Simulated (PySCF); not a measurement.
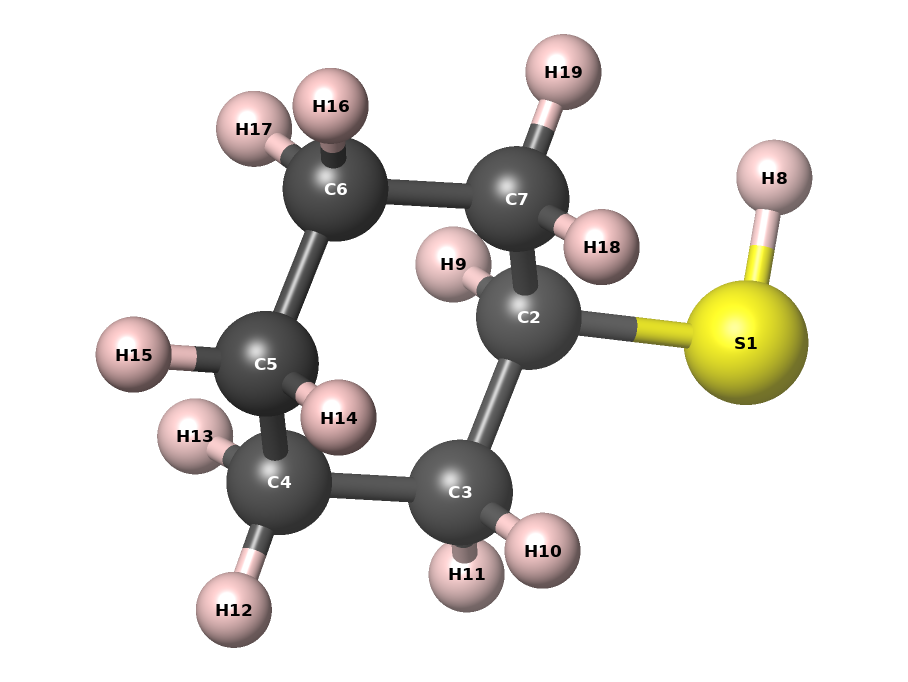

The geometry was computed by an optimisation with PBE0-D3(BJ)/def2-SVP. No frequency run is at hand to confirm it as a minimum. Properties computed with delta-SCF UKS SCAN, pcX-2 on the ionised atom, pcseg-1 elsewhere, spin-free X2C (PySCF 2.14.0).

Give the core-electron binding energies (to vacuum; p and d levels without spin–orbit splitting) of S1 1s, S1 2p, C2 1s, C3 1s, C4 1s, C5 1s.

```
atom  level  binding energy (eV)
  S1     1s               2476.9
  S1     2p                169.5
  C2     1s                291.1
  C3     1s                290.5
  C4     1s                290.5
  C5     1s                290.5
```
